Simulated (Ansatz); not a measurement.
# ClGeH3O: molecular dynamics

Purpose: to follow the molecule's vibrations and see whether its bonds hold. The start is relaxed first. Runs: 300 steps of 0.5 fs at constant energy, with velocities drawn for 500 K. SMILES of the start: [OH][GeH2][Cl].

Method: RKS BLYP-D4/def2-SVP, in Ansatz 0.2.0.

## 1. Starting point

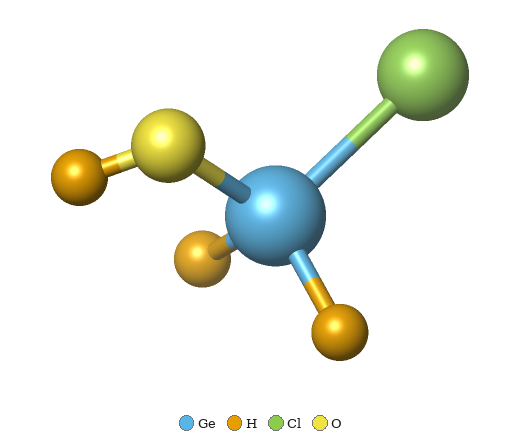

Start, viewed from a chosen angle; germanium blue, hydrogen amber, chlorine green, oxygen yellow.

Coordinates:

```xyz
6

Ge    0.0000    0.0000    0.0000
H     0.0000    0.0000    1.5500
Cl    2.0935    0.0000   -0.7393
O    -0.8337    1.4443   -0.5894
H    -1.7915    1.2136   -0.8118
H    -0.7300   -1.2648   -0.5162
```

## 2. Relaxing the start

input.yaml reads:

```yaml
crystal:
  periodic: [false, false, false]
  atoms:
    - { symbol: Ge, position_ang: [0.0, 0.0, 0.0] }
    - { symbol: H, position_ang: [0.0, 0.0, 1.55] }
    - { symbol: Cl, position_ang: [2.0935, 0.0, -0.7393] }
    - { symbol: O, position_ang: [-0.8337, 1.4443, -0.5894] }
    - { symbol: H, position_ang: [-1.7915, 1.2136, -0.8118] }
    - { symbol: H, position_ang: [-0.73, -1.2648, -0.5162] }
basis:
  gaussian: { orbitals: def2-SVP }
hamiltonian:
  xc: blyp
  dispersion: d4
relax:
  f_tol: 0.02
  max_steps: 40
```

Launch:

```console
$ ansatz run input.yaml --threads 1 --pin off --max-ram 2048MiB --backend cpu --events-out ev --progress --plain --runs-dir out
```

What it wrote, shortened:

```text
Warning: RAYON_NUM_THREADS=1 ignored (pool sized by the plan → 1); use --threads N
[...]
Functional definition: BLYP
[...]
863 factors; their error is unknown
[...]
mean field -71126.27403977 eV, -2613.8423598413 hartree, gradient 2.9e-5 eV, S^2 0.000000; 0 other end points of the search recorded, 0 dependent functions left out
[...]
reference -71126.27433299 eV, -2613.8423706171 hartree; 30, 30 occupied and 49, 49 virtual orbitals, 863 factors
relax step   1: F+E_penalty+E_count = -71126.50460991 eV  Δ(F+E_penalty+E_count) = +0.000e0 eV  max|allowed force component| = 1.563e0 eV/Å  Δτ_max = 0.0000 Å  (25 SCF iters, accepted)
[...]
relax step   3: F+E_penalty+E_count = -71126.59557710 eV  Δ(F+E_penalty+E_count) = -3.362e-2 eV  max|allowed force component| = 8.173e-1 eV/Å  Δτ_max = 0.0645 Å  (27 SCF iters, accepted)
[...]
relax step   5: F+E_penalty+E_count = -71126.67105342 eV  Δ(F+E_penalty+E_count) = -4.319e-2 eV  max|allowed force component| = 3.944e-1 eV/Å  Δτ_max = 0.1715 Å  (29 SCF iters, accepted)
[...]
relax step   7: F+E_penalty+E_count = -71126.68755444 eV  Δ(F+E_penalty+E_count) = -1.650e-2 eV  max|allowed force component| = 1.150e-1 eV/Å  Δτ_max = 0.0990 Å  (28 SCF iters, accepted)
[...]
relax step   9: F+E_penalty+E_count = -71126.68979609 eV  Δ(F+E_penalty+E_count) = -2.021e-4 eV  max|allowed force component| = 5.001e-2 eV/Å  Δτ_max = 0.0236 Å  (25 SCF iters, accepted)
[...]
relax step  10: F+E_penalty+E_count = -71126.68995392 eV  Δ(F+E_penalty+E_count) = -1.578e-4 eV  max|allowed force component| = 6.539e-3 eV/Å  Δτ_max = 0.0061 Å  (26 SCF iters, accepted)
863 factors; their error is unknown
mean field -71126.45810829 eV, -2613.8491242347 hartree, gradient 4.2e-5 eV, S^2 0.000000; 1 other end points of the search recorded, 0 dependent functions left out
[...]
reference -71126.45839813 eV, -2613.8491348862 hartree; 30, 30 occupied and 49, 49 virtual orbitals, 863 factors
Total energy: -71126.69024376 eV, -2613.8576550561 hartree
Atom 0 at    -0.088466    -0.080155     0.101907 Å, force     0.002741    -0.002117    -0.003331 eV/Å
Atom 1 at     0.126891    -0.002006     1.628169 Å, force     0.000251    -0.000621     0.000571 eV/Å
Atom 2 at     1.851902     0.136112    -0.915774 Å, force     0.001905    -0.000046    -0.000332 eV/Å
Atom 3 at    -1.129028     1.335921    -0.272450 Å, force    -0.006539     0.003691     0.004796 eV/Å
Atom 4 at    -1.314742     1.409821    -1.229510 Å, force     0.003052    -0.001797    -0.003330 eV/Å
Atom 5 at    -0.708257    -1.406594    -0.419042 Å, force    -0.001410     0.000890     0.001625 eV/Å
Dipole moment:    -0.267113    -0.177077    -0.076904 e Å
```

Run time: 25 s. Hardware: 1 thread of Arm Neoverse V2, shared host; peak memory 0.14 GiB.

Relaxation path:

```
step  energy from step 1 (eV)  largest force component (eV/Å)
   1                   0.0000                          1.5634
   2                  -0.0574                          1.2642
   3                  -0.0910                          0.8173
   4                  -0.1233                          0.5315
   5                  -0.1664                          0.3944
  6x                   0.0094                          3.4495
   7                  -0.1829                          0.1150
   8                  -0.1850                          0.0271
   9                  -0.1852                          0.0500
  10                  -0.1853                          0.0065
```

Step 1 is the start. 1 step was tried and not accepted (marked x).

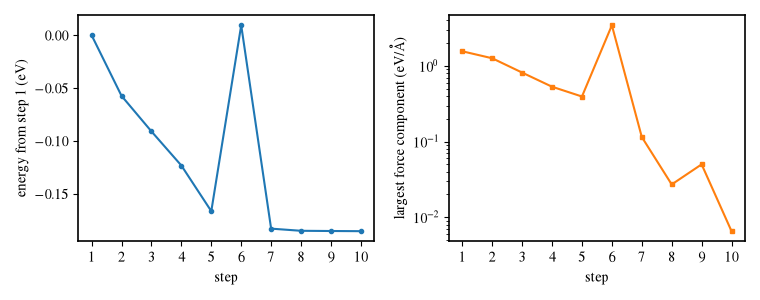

How energy and force went from step to step.

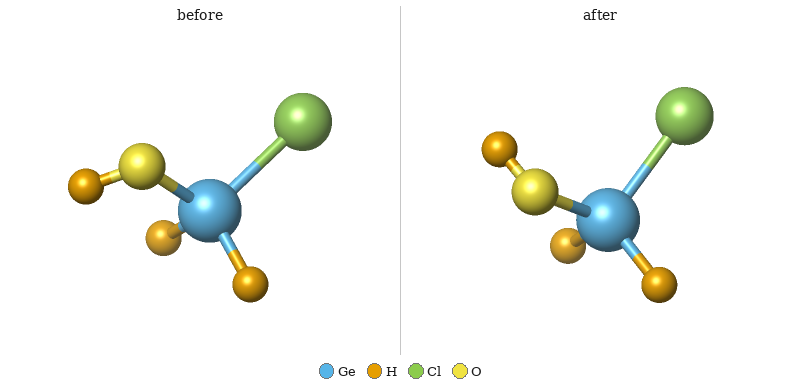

Before and after, at one scale.

After: Bond lengths: Ge1–H2 1.543 Å, Ge1–Cl3 2.202 Å, Ge1–O4 1.797 Å, O4–H5 0.978 Å, Ge1–H6 1.554 Å. Angles: H2–Ge1–Cl3 109.2°, H2–Ge1–O4 104.3°, H2–Ge1–H6 115.5°, Cl3–Ge1–O4 109.7°, Cl3–Ge1–H6 106.3°, O4–Ge1–H6 111.8°, Ge1–O4–H5 111.9°.

## 3. Dynamics

300 steps of 0.5 fs at constant energy, with velocities drawn for 500 K, from the relaxed start.

input.yaml reads:

```yaml
crystal:
  periodic: [false, false, false]
  atoms:
    - { symbol: Ge, position_ang: [-0.088466, -0.080155, 0.101907] }
    - { symbol: H, position_ang: [0.126891, -0.002006, 1.628169] }
    - { symbol: Cl, position_ang: [1.851902, 0.136112, -0.915774] }
    - { symbol: O, position_ang: [-1.129028, 1.335921, -0.27245] }
    - { symbol: H, position_ang: [-1.314742, 1.409821, -1.22951] }
    - { symbol: H, position_ang: [-0.708257, -1.406594, -0.419042] }
basis:
  gaussian: { orbitals: def2-SVP }
hamiltonian:
  xc: blyp
  dispersion: d4
md:
  timestep: 0.5
  n_steps: 300
  ensemble: nve
  temperature: 500.0
  initial_velocities: maxwell_boltzmann
  seed: 436451
```

Launch:

```console
$ ansatz run input.yaml --threads 1 --pin off --max-ram 2048MiB --backend cpu --events-out ev --progress --plain --runs-dir out
```

What it wrote, shortened:

```text
Warning: RAYON_NUM_THREADS=1 ignored (pool sized by the plan → 1); use --threads N
[...]
Functional definition: BLYP
[...]
863 factors; their error is unknown
[...]
mean field -71126.45810337 eV, -2613.8491240538 hartree, gradient 4.4e-5 eV, S^2 0.000000; 0 other end points of the search recorded, 0 dependent functions left out
[...]
reference -71126.45839302 eV, -2613.8491346984 hartree; 30, 30 occupied and 49, 49 virtual orbitals, 863 factors
md step     0: t =     0.00 fs  T =   500.0 K  F+E_penalty+E_count = -71126.68994897 eV  E_kin = 0.258520 eV  conserved = -71126.43142898 eV  (26 SCF iters)
[...]
md step    18: t =     9.00 fs  T =   272.2 K  F+E_penalty+E_count = -71126.57202791 eV  E_kin = 0.140737 eV  conserved = -71126.43129121 eV  (26 SCF iters, 3 dispersion substeps)
[...]
md step    36: t =    18.00 fs  T =   266.1 K  F+E_penalty+E_count = -71126.56892448 eV  E_kin = 0.137594 eV  conserved = -71126.43133065 eV  (26 SCF iters, 3 dispersion substeps)
[...]
md step    54: t =    27.00 fs  T =   315.6 K  F+E_penalty+E_count = -71126.59447426 eV  E_kin = 0.163163 eV  conserved = -71126.43131085 eV  (25 SCF iters, 3 dispersion substeps)
[...]
md step    70: t =    35.00 fs  T =   284.0 K  F+E_penalty+E_count = -71126.57683051 eV  E_kin = 0.146831 eV  conserved = -71126.42999920 eV  (25 SCF iters, 3 dispersion substeps)
md step    71: t =    35.50 fs  T =   319.8 K  F+E_penalty+E_count = -71126.59610935 eV  E_kin = 0.165334 eV  conserved = -71126.43077486 eV  (25 SCF iters, 3 dispersion substeps)
```

## 4. The output, continued: dynamics from the start

Output, continued, shortened:

```text
md step    72: t =    36.00 fs  T =   346.3 K  F+E_penalty+E_count = -71126.61030540 eV  E_kin = 0.179061 eV  conserved = -71126.43124452 eV  (25 SCF iters, 3 dispersion substeps)
[...]
md step    94: t =    47.00 fs  T =   122.3 K  F+E_penalty+E_count = -71126.49333604 eV  E_kin = 0.063223 eV  conserved = -71126.43011311 eV  (26 SCF iters, 3 dispersion substeps)
[...]
md step   116: t =    58.00 fs  T =   220.4 K  F+E_penalty+E_count = -71126.54393182 eV  E_kin = 0.113976 eV  conserved = -71126.42995626 eV  (25 SCF iters, 3 dispersion substeps)
[...]
md step   138: t =    69.00 fs  T =   313.7 K  F+E_penalty+E_count = -71126.59340749 eV  E_kin = 0.162182 eV  conserved = -71126.43122577 eV  (25 SCF iters, 3 dispersion substeps)
[...]
md step   160: t =    80.00 fs  T =    69.4 K  F+E_penalty+E_count = -71126.46526499 eV  E_kin = 0.035903 eV  conserved = -71126.42936230 eV  (26 SCF iters, 3 dispersion substeps)
md step   161: t =    80.50 fs  T =    98.8 K  F+E_penalty+E_count = -71126.48102837 eV  E_kin = 0.051109 eV  conserved = -71126.42991985 eV  (26 SCF iters, 3 dispersion substeps)
```

## 5. More of the same log: dynamics from the start

The log, continued, shortened:

```text
md step   162: t =    81.00 fs  T =   144.1 K  F+E_penalty+E_count = -71126.50520626 eV  E_kin = 0.074507 eV  conserved = -71126.43069922 eV  (26 SCF iters, 3 dispersion substeps)
[...]
md step   180: t =    90.00 fs  T =   371.3 K  F+E_penalty+E_count = -71126.62253562 eV  E_kin = 0.192000 eV  conserved = -71126.43053583 eV  (25 SCF iters, 3 dispersion substeps)
[...]
md step   198: t =    99.00 fs  T =   257.4 K  F+E_penalty+E_count = -71126.56341525 eV  E_kin = 0.133065 eV  conserved = -71126.43035061 eV  (26 SCF iters, 3 dispersion substeps)
[...]
md step   216: t =   108.00 fs  T =   237.6 K  F+E_penalty+E_count = -71126.55323365 eV  E_kin = 0.122828 eV  conserved = -71126.43040540 eV  (26 SCF iters, 3 dispersion substeps)
[...]
md step   299: t =   149.50 fs  T =   249.8 K  F+E_penalty+E_count = -71126.55967571 eV  E_kin = 0.129156 eV  conserved = -71126.43051931 eV  (25 SCF iters, 3 dispersion substeps)
[...]
md step   300: t =   150.00 fs  T =   284.7 K  F+E_penalty+E_count = -71126.57823941 eV  E_kin = 0.147225 eV  conserved = -71126.43101478 eV  (27 SCF iters, 3 dispersion substeps)
Total energy: -71126.57853173 eV, -2613.8535497146 hartree
Atom 0 at    -0.083015    -0.064701     0.070073 Å, force     0.248973     0.434124     1.488563 eV/Å
Atom 1 at     0.212578     0.204763     1.580246 Å, force     0.004971    -0.257744    -0.177864 eV/Å
Atom 2 at     1.871602     0.108373    -0.889704 Å, force     0.038921    -0.017736    -0.367063 eV/Å
Atom 3 at    -1.183494     1.325780    -0.204160 Å, force    -0.445577    -0.148764    -1.303825 eV/Å
Atom 4 at    -1.599680     1.246938    -1.106715 Å, force     0.245949     0.254249     0.694064 eV/Å
Atom 5 at    -0.730126    -1.427485    -0.200910 Å, force    -0.093238    -0.264129    -0.333874 eV/Å
Dipole moment:    -0.328682    -0.228059    -0.165743 e Å
```

Run time: 9.9 min. Hardware: 1 thread of Arm Neoverse V2, shared host; peak memory 0.14 GiB.

## 6. What the atoms did

The trajectory, every 16 steps (energies from step 0):

```
time (fs)  T (K)  potential energy change (meV/atom)  total energy change (meV/atom)
      0.0    500                                 0.0                            0.00
      8.0    242                                22.5                            0.18
     16.0    145                                31.0                            0.34
     24.0    285                                18.6                            0.09
     32.0    366                                11.6                            0.03
     40.0    238                                22.8                            0.20
     48.0     81                                36.4                            0.30
     56.0    224                                24.0                            0.20
     64.0    357                                12.4                            0.03
     72.0    277                                19.3                            0.06
     80.0     69                                37.4                            0.34
     88.0    332                                14.6                            0.15
     96.0    387                                 9.7                            0.00
    104.0    251                                21.6                            0.15
    112.0    175                                28.3                            0.28
    120.0    236                                23.0                            0.25
    128.0    444                                 4.9                            0.06
    136.0    226                                23.6                            0.04
    144.0    158                                29.8                            0.27
    150.0    285                                18.6                            0.07
```

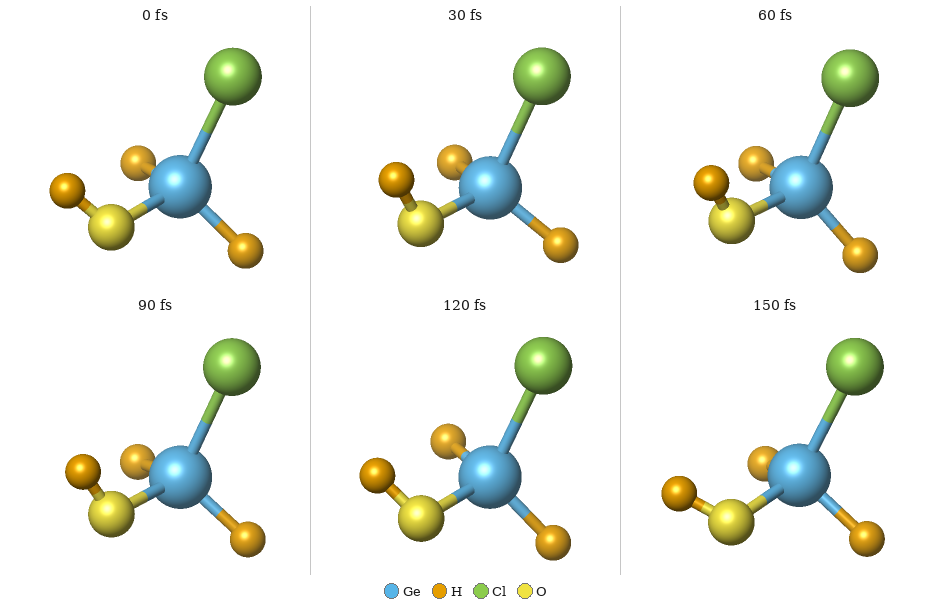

Six frames of the run, seen from a chosen angle. Sticks join atoms within a bonding distance in each frame.

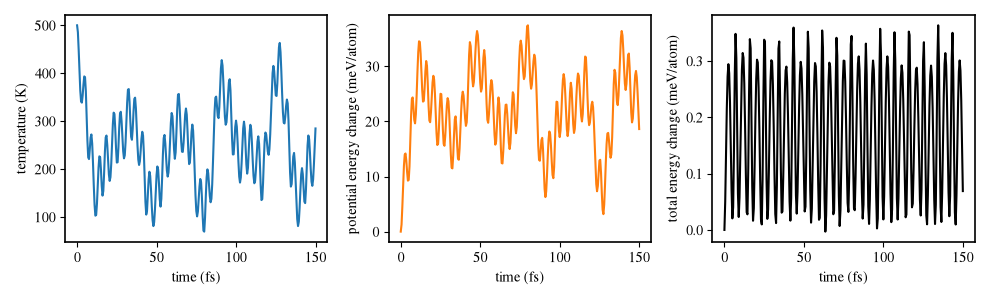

Time series of the run, each on its own scale.

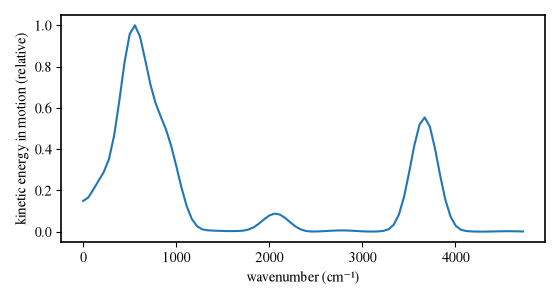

Power spectrum of the mass-weighted velocities; a run of 150 fs resolves no finer than about 440 cm⁻¹.

Maxima of the velocity power spectrum (cm⁻¹, relative height; resolution about 440 cm⁻¹): 560 (100), 2060 (9), 3670 (55).

## 7. Snapshots as a file

Extended XYZ, with forces in eV/Å:

```xyz
6
time_fs=19.0 T=250 dE=0.1300
Ge   -0.104   -0.098    0.108    0.828    1.000    0.742
H     0.256    0.174    1.611   -0.168   -0.255   -0.235
Cl    1.860    0.160   -0.927   -0.444   -0.296   -0.019
O    -1.100    1.339   -0.293   -0.082    0.387   -1.122
H    -0.993    1.679   -1.230   -0.089   -0.507    0.980
H    -0.807   -1.437   -0.126   -0.045   -0.329   -0.347
6
time_fs=37.5 T=289 dE=0.1101
Ge   -0.096   -0.094    0.128    0.274    0.054   -0.120
H     0.093   -0.170    1.685   -0.083    0.157   -0.361
Cl    1.833    0.162   -0.937    0.018    0.102    0.209
O    -1.098    1.337   -0.340    0.751    0.310   -1.092
H    -0.709    1.659   -1.222   -0.675   -0.386    1.285
H    -0.598   -1.385   -0.539   -0.285   -0.238    0.079
6
time_fs=56.0 T=224 dE=0.1440
Ge   -0.084   -0.095    0.127   -0.694   -0.326   -0.453
H    -0.106   -0.156    1.679    0.311    0.121   -0.078
Cl    1.807    0.167   -0.930    0.445   -0.033    0.139
O    -1.066    1.317   -0.352    0.162    1.230   -1.129
H    -0.760    1.778   -1.206   -0.386   -0.918    1.396
H    -0.748   -1.353   -0.515    0.163   -0.076    0.126
6
time_fs=75.0 T=113 dE=0.2022
Ge   -0.095   -0.104    0.110    0.256    0.115    0.384
H     0.343    0.141    1.557   -0.240   -0.160    0.409
Cl    1.816    0.171   -0.915    0.228   -0.160   -0.435
O    -1.070    1.352   -0.321    0.527    0.349   -2.130
H    -0.751    1.650   -1.260   -0.776   -0.547    1.908
H    -0.695   -1.532   -0.175    0.006    0.403   -0.136
6
time_fs=94.0 T=298 dE=0.1063
Ge   -0.094   -0.095    0.118   -0.312    0.008   -0.725
H     0.078   -0.035    1.642    0.091    0.062    0.163
Cl    1.845    0.159   -0.928   -0.164   -0.177    0.166
O    -1.094    1.338   -0.315   -0.072    0.745   -1.644
H    -1.074    1.642   -1.299    0.113   -0.862    1.983
H    -0.818   -1.409   -0.378    0.344    0.225    0.057
6
time_fs=112.5 T=198 dE=0.1578
Ge   -0.095   -0.075    0.114    0.306   -0.687   -0.494
H    -0.087   -0.171    1.658    0.227    0.103   -0.055
Cl    1.862    0.136   -0.931   -0.057    0.185    0.404
O    -1.124    1.329   -0.278   -0.365    0.098   -2.005
H    -1.248    1.299   -1.297    0.123    0.288    1.880
H    -0.562   -1.352   -0.652   -0.235    0.013    0.272
6
time_fs=131.0 T=310 dE=0.0995
Ge   -0.086   -0.074    0.089   -0.029    0.455    0.287
H     0.290    0.044    1.603   -0.299   -0.011   -0.269
Cl    1.870    0.123   -0.903   -0.093   -0.040   -0.192
O    -1.169    1.333   -0.248   -0.525    0.219   -1.310
H    -1.569    1.432   -1.181    0.886   -0.444    1.580
H    -0.787   -1.380   -0.344    0.060   -0.179   -0.095
6
time_fs=150.0 T=285 dE=0.1117
Ge   -0.083   -0.065    0.070    0.249    0.434    1.489
H     0.213    0.205    1.580    0.005   -0.258   -0.178
Cl    1.872    0.108   -0.890    0.039   -0.018   -0.367
O    -1.183    1.326   -0.204   -0.446   -0.149   -1.304
H    -1.600    1.247   -1.107    0.246    0.254    0.694
H    -0.730   -1.427   -0.201   -0.093   -0.264   -0.334
```

## 8. Results

| quantity | value |
| --- | --- |
| relaxation of the start | 8 moves, 0.185 eV lower |
| length | 300 steps of 0.5 fs |
| temperature, first and last step | 500 and 285 K |
| temperature, second half | mean 247 K, from 69 to 463 K |
| potential energy, second half | +22 meV/atom from the start |
| largest change of the total energy | 0.36 meV/atom |
| bonds formed or broken | 0 |

**Reading.** The temperature starts at 500 K and averages 247 K in the second half, where it ranges from 69 to 463 K. About half is expected from a start at a minimum: kinetic energy passes into potential energy until both shares match. The total energy strays from its start by at most 0.36 meV/atom, 1.7 % of the mean kinetic energy, so a step of 0.5 fs is short enough over this time. No bond forms or breaks. 150 fs on 6 atoms is far too short and small for converged averages. The nuclei move classically, without zero-point motion, which matters most for hydrogen.
